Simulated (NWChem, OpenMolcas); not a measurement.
## How basis sets differ on C2H5B (SMILES BC=C)

C2H5B: 8 atoms, total charge 0, spin state singlet. As SMILES, `BC=C`. The coordinates come from a PBE0-D4/def2-TZVP relaxation.

Each level gives the HOMO–LUMO gap (eV). The values are calculated.

```tsv
level	kind	program	value (eV)	CPU time
HF/ANO-R0 (sfX2C)	Hartree–Fock	OpenMolcas	13.04	4.3 s
HF/ANO-RCC-MB (DKH2)	Hartree–Fock	OpenMolcas	13.44	2.1 s
HF/STO-3G	Hartree–Fock	NWChem	14.57	1.1 s
HF/3-21G	Hartree–Fock	OpenMolcas	12.65	3.4 s
HF/6-31G** (RICD fitting, Cartesian functions)	Hartree–Fock	OpenMolcas	12.67	2 s
HF/6-311+G**	Hartree–Fock	OpenMolcas	11.92	17 s
```

The values span 11.92 to 14.57 eV. A Hartree–Fock LUMO above zero doesn't converge with the basis: it sinks as sets grow more diffuse. Orbital gaps aren't excitation energies. CPU times are rough (shared hosts, several kinds of processor and program).

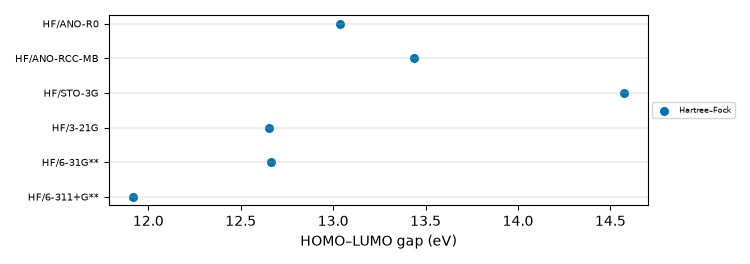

The values of the table, level by level.
